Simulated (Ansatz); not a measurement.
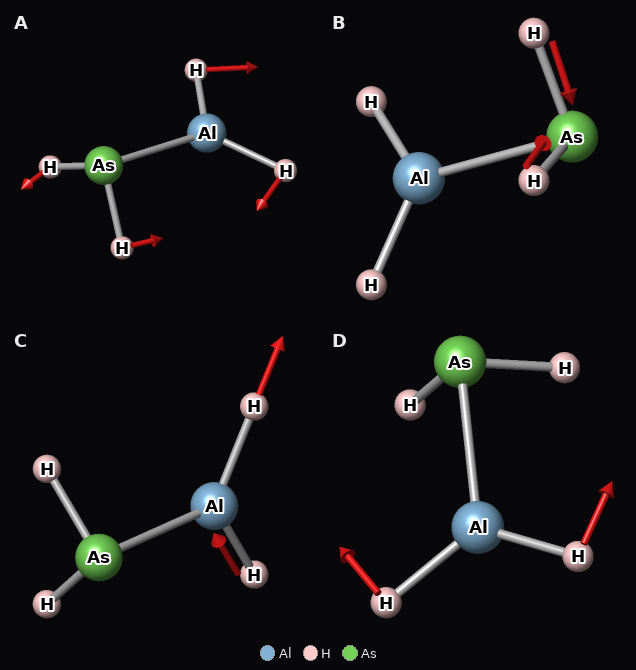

4 normal modes of one molecule or complex, as arrows. Harmonic vibrations computed with RKS PBE0-D4/def2-TZVP (Ansatz 0.2.0) at a stationary point of the same level.

Match the panels to the wavenumbers 351 cm⁻¹, 773 cm⁻¹, 1929 cm⁻¹, 2206 cm⁻¹.

A: 351 cm⁻¹, As–Al–H bending
B: 2206 cm⁻¹, in-phase stretching of 2 As–H bonds
C: 1929 cm⁻¹, out-of-phase stretching of 2 Al–H bonds
D: 773 cm⁻¹, angle bending
